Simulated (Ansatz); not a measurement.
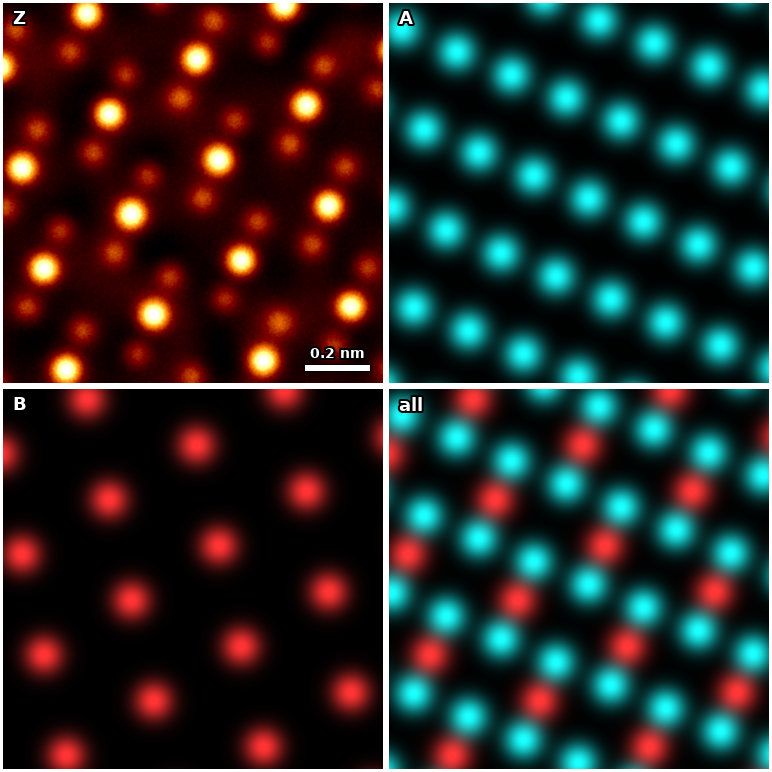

CoSi2 (Fm-3m, No. 225) along [110]. Panel Z: The image is simulated as a sum over atoms of Z^1.7, blurred by a 0.74 Å probe (no channelling). The probe carries 15 % of its weight in a tail 2.5 times as wide. Shot noise and the speckle of an amorphous layer were added. The other panels are simulated element maps (the number of atoms of one element along the beam, blurred by 1.0 Å; each on its own scale, no channelling); the last overlays them. Structure used: coordinates from a relaxation with DFT r2SCAN, scalar-relativistic, plane waves, PAW in Ansatz 0.2.0.

```
Co Si
1.0
     5.31506    0.00000    0.00000
     0.00000    5.31506    0.00000
     0.00000    0.00000    5.31506
Co Si
4 8
Cartesian
  0.0000 0.0000 0.0000
  0.0000 2.6575 2.6575
  2.6575 0.0000 2.6575
  2.6575 2.6575 0.0000
  1.3288 3.9863 3.9863
  1.3288 1.3288 3.9863
  1.3288 1.3288 1.3288
  1.3288 3.9863 1.3288
  3.9863 3.9863 1.3288
  3.9863 1.3288 1.3288
  3.9863 1.3288 3.9863
  3.9863 3.9863 3.9863
```

Which element does each lettered map show?

A: Si, B: Co. The projected cell (3.25 × 3.25 Å, 109°) holds 3 columns: 2 of Si and 1 of Co. No column is shared by two of the mapped elements.
